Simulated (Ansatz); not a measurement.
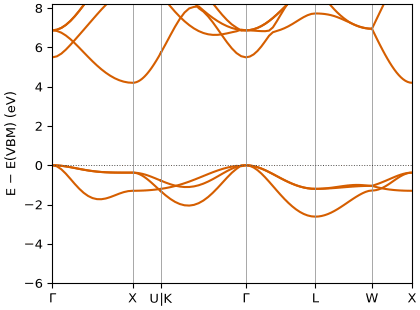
Figure: Band structure from plane-wave PAW r²SCAN (Ansatz code)

Question: Read off the gap and where the band edges lie.

Answer: About 4.2 eV (4.20 eV by a search for the band edges); maximum at Γ, minimum at X.

The material is CaO (rock salt, space group No. 225).

Space group Fm-3m (rock salt). The cell was relaxed with r²SCAN under the symmetry of its start; phonons on a q-mesh show no instability.

Potentials: the later of the program's two PAW sets.
